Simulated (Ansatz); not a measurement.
```yaml
atoms:
  - { symbol: W, position_ang: [-0.0746, -0.0232, -0.0128] }
  - { symbol: O, position_ang: [-0.2971, -0.0885, 1.8074] }
  - { symbol: H, position_ang: [-0.4219, -0.1280, 2.7612] }
  - { symbol: F, position_ang: [1.7801, -0.0161, 0.1409] }
  - { symbol: F, position_ang: [-0.0775, 1.8379, -0.0191] }
  - { symbol: F, position_ang: [-1.9124, -0.0246, -0.3073] }
  - { symbol: F, position_ang: [-0.0534, -1.8795, -0.1471] }
  - { symbol: F, position_ang: [0.1473, 0.0407, -1.8563] }
```

Core potentials replace the inner electrons of W.

All numbers below come from Ansatz, RKS B3LYP-D4/def2-SVP.

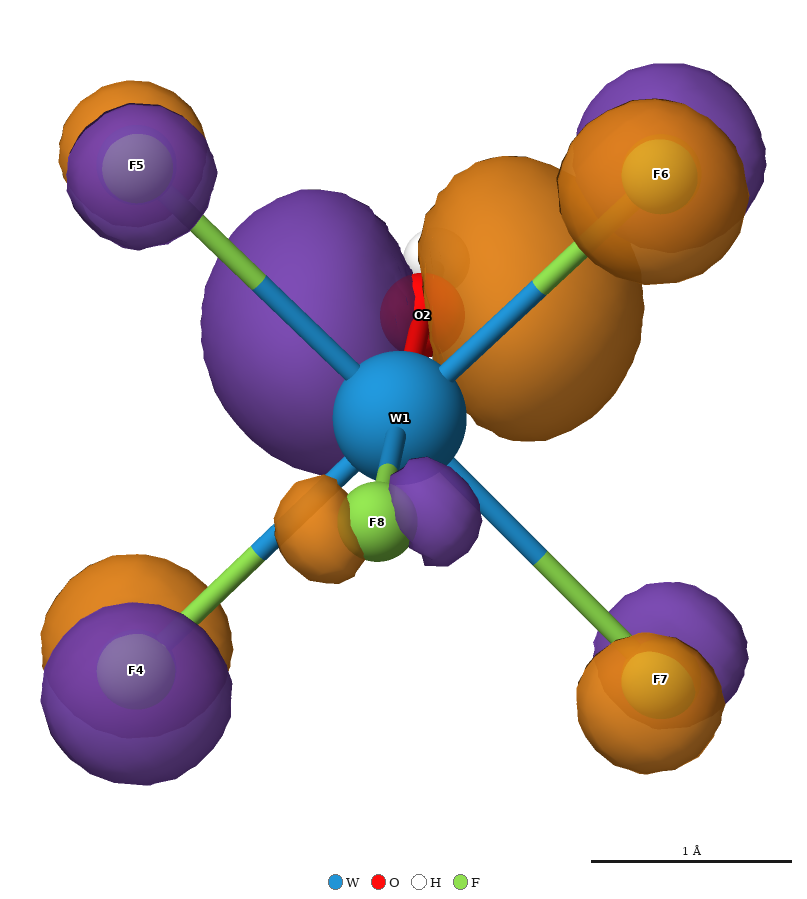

F5HOW. The HOMO at ±0.2 Å⁻³ᐟ² (orange and purple are the two phases), seen at an oblique angle.

Where does this orbital lie, and at what energy?

By Hirshfeld shares it lies mainly on O2 (about 50 %), F4 (about 10 %), F5 (about 10 %), F6 (about 10 %) and F7 (about 10 %); largely a combination of lone pairs on O2, F4, F5, F6 and F7. It is one of a degenerate set, so its orientation is arbitrary. Its energy is −11.07 eV.
